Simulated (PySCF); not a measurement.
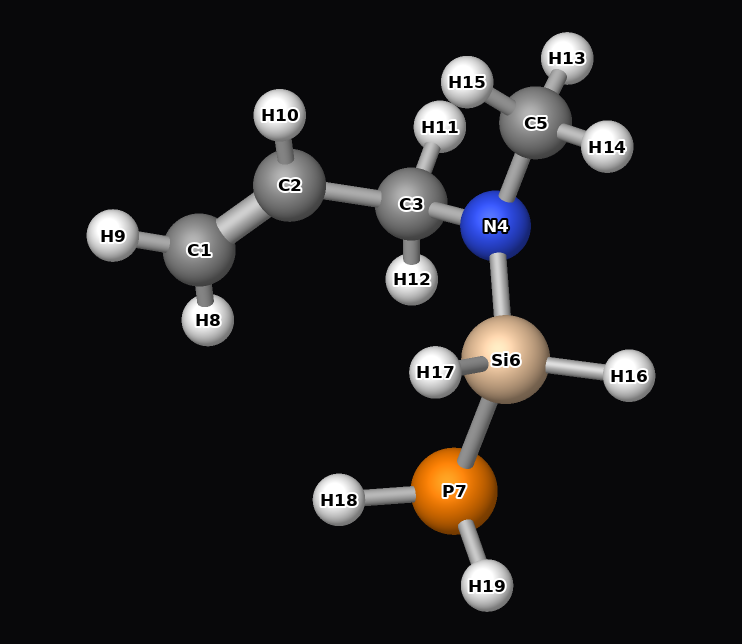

The thickness of each stick grows with its Mayer bond order. The computed structure is the end point of a GFN2-xTB optimisation. No frequency run is at hand to confirm it as a minimum. Computed with PBE0/pcSseg-1 (PySCF 2.14.0).

### Which bond between heavy atoms has the highest Mayer bond order?

C1–C2, 1.98, at a length of 1.319 Å.

List the Mayer bond orders of C1–C2, C2–C3, C3–N4, N4–C5, N4–Si6, Si6–P7 (bonds between heavy atoms, one of each equivalent set).

```csv
bond,Mayer order,length (Å)
C1–C2,1.98,1.319
C2–C3,1.01,1.499
C3–N4,0.95,1.450
N4–C5,0.96,1.440
N4–Si6,0.97,1.716
Si6–P7,0.99,2.238
```

The geometry is semi-empirical. Around P, Si such bond lengths and angles can be off by a tenth of an ångström or more and by several degrees, and values that hang on the shape move with them.
